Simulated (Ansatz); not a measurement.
SiO2 (rutile): map of one atom of the cell

SiO2 (rutile)

```xyz
6
Lattice="4.1945 0.0000 0.0000 0.0000 4.1945 0.0000 0.0000 0.0000 2.6782" Properties=species:S:1:pos:R:3 pbc="T T T"
Si     2.0973     2.0973     1.3391
Si     0.0000     0.0000     0.0000
O      3.3810     3.3810     1.3391
O      1.2838     2.9108     0.0000
O      2.9108     1.2838     0.0000
O      0.8135     0.8135     1.3391
```

In this cell atom 5 (O, nearest neighbour Si at 1.765 Å; its periodic images, 2.7 Å or more away, move with it) is moved by u·(1.000, 0.000, 0.000) + v·(0.000, 0.000, 1.000); the rest is frozen.

Method: PBEsol (plane waves to 420 eV, PAW, scalar-relativistic; Ansatz, a first-principles code). k mesh 6×6×10 (Γ-centred), Fermi-Dirac smearing 0.05 eV. Energies are smeared free energies. Compression counts positive. SiO2 was relaxed with its symmetry unable to fall. The PAW data are Ansatz's earlier set. The zero of ΔE is the undisplaced structure. Axes are in Å.

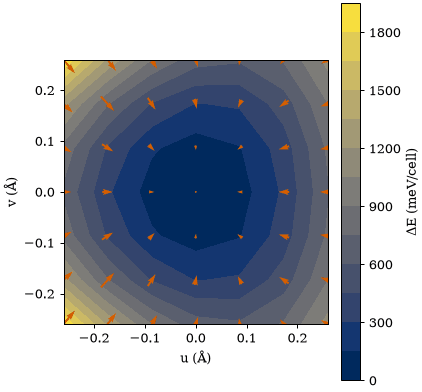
Figure: ΔE (meV/cell) over the plane, with arrows for the in-plane force on the moved atom.

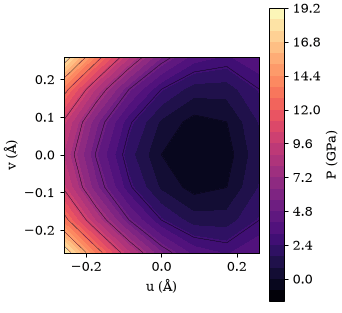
*P (GPa) over the 7×7 grid of computed points.*

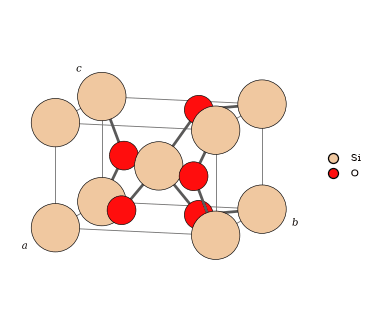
Fig. 1. The cell of the calculation at u = -0.260 Å, v = 0.260 Å.

Highest place on the grid, met at several equal points: u = -0.260 Å, v = -0.260 Å; u = -0.260 Å, v = 0.260 Å (1924 meV/cell). Centre of the map: a minimum. Principal force constants in the plane (five-point differences of the forces): 19.4 and 21.5 eV/Å². Lowest place on the grid: u = 0.000 Å, v = 0.000 Å (0 meV/cell).

(For displaced atoms, the force is minus the slope of the energy, and its curvature is a force constant, which sets phonon frequencies.)
